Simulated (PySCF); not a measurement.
```xyz
12

C     2.5694    0.8866    0.3296
C     1.7196    0.0727    0.0820
Si    0.4279   -1.1891   -0.3154
C    -1.2039   -0.4908    0.4411
F    -2.2195   -1.4103    0.1333
Si   -1.7406    1.2514   -0.1411
H     3.3095    1.6022    0.5491
H     0.7644   -2.4699    0.3106
H     0.2591   -1.3052   -1.7658
H    -1.1326   -0.5096    1.5354
H    -0.8328    2.2539    0.4018
H    -1.9193    1.3074   -1.5867
```

Geometry: GFN2-xTB.

These are results of PySCF, UKS B3LYP, pcH-1 on C F H Si, non-relativistic, mean-field spin-orbit, GIAO, not measurements.

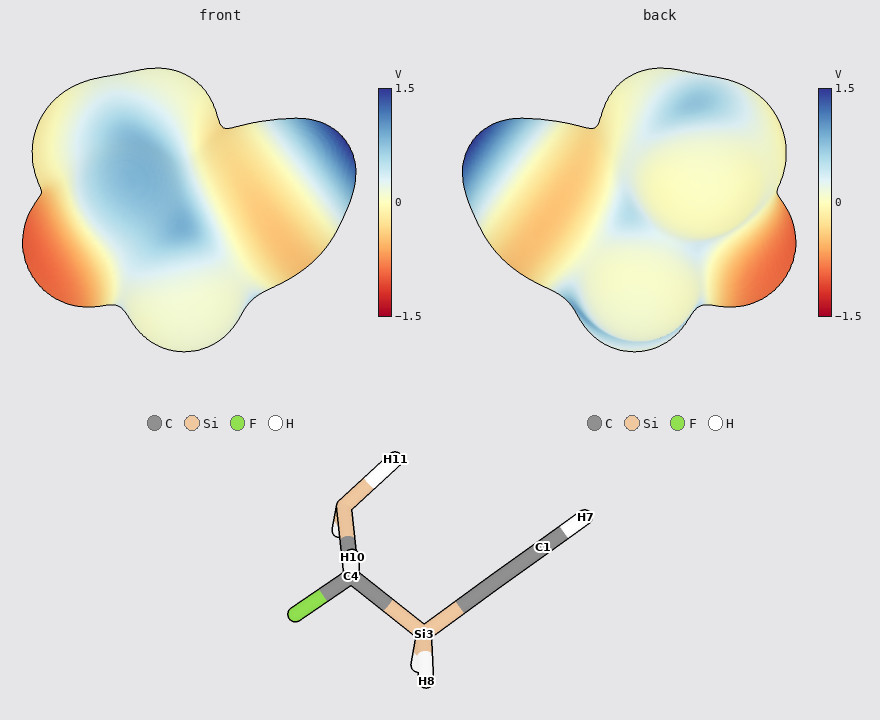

C3H6FSi2 (SMILES C#C[SiH2][C@H](F)[SiH2]) (doublet). The electrostatic potential painted on the density surface at 0.001 e/bohr³, seen from the front and from behind; the colour scale runs from red (negative) to blue (positive). The bare structure is drawn below in the same view.

### Where is the surface potential most negative and most positive?

The most negative region (about −0.9 V) lies over F5, the most positive (about +1.4 V) over H7.
